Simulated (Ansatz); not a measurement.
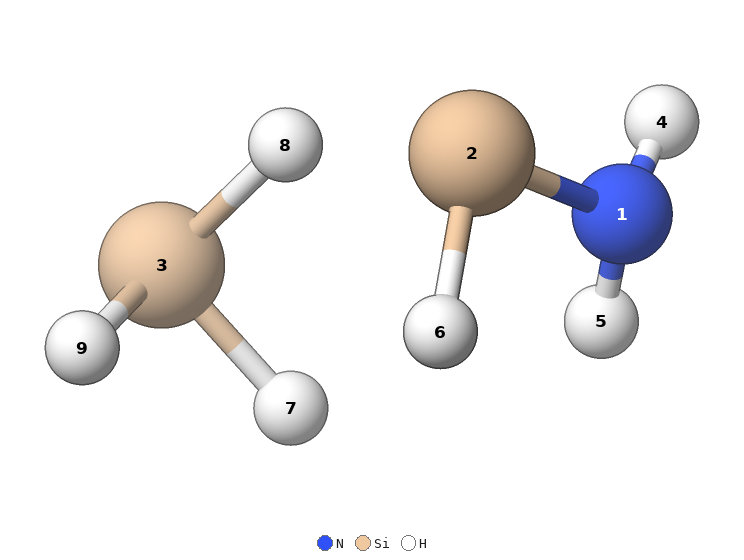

The atoms are numbered. The species has charge −1 and is a spin singlet. Computed geometry: PBE-D4/def2-SVPD optimisation. No frequency run is at hand to confirm it as a minimum.

Question: What is the geometry at Si2?

Answer: Si2 has 2 neighbours (N1 at 1.80, H6 at 1.55 Å); the arrangement is bent.

Question: What is the geometry at Si3?

Answer: Si3 has 3 neighbours (H7 at 1.55, H8 at 1.64, H9 at 1.55 Å); the arrangement is trigonal pyramidal.
